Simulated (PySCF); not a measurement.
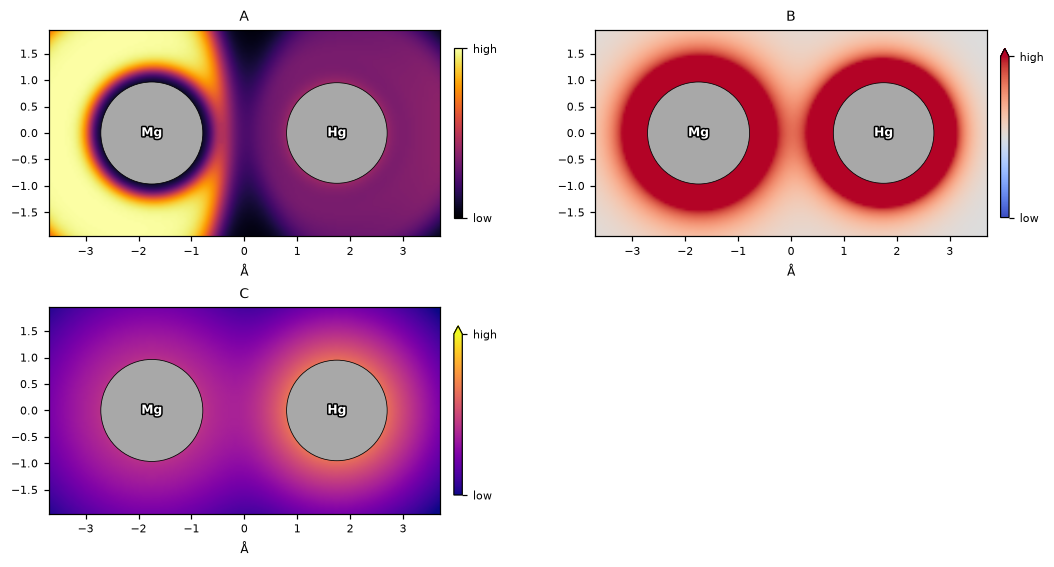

MgHg: 3 fields on a plane that holds the molecular axis, with unlabelled colour scales. Grey discs cover the atomic cores.

Core potentials replace the inner electrons of Hg.

All numbers below come from PySCF 2.14.0, PBE0/cc-pVDZ(-PP), non-relativistic Hamiltonian with scalar-relativistic core potentials where named, at a bond length of 3.498 Å.

**Which field does each panel show? The fields are: electron density, electron localisation function and electrostatic potential.**

Panel A: electron localisation function. Panel B: electrostatic potential (strongly positive close to the atoms and fading to about zero outside). Panel C: electron density. From the grid: Mg–Hg (3.50 Å): ρ at the midpoint is about 0.08 e/Å³; the ELF is about 0.25 at the midpoint.
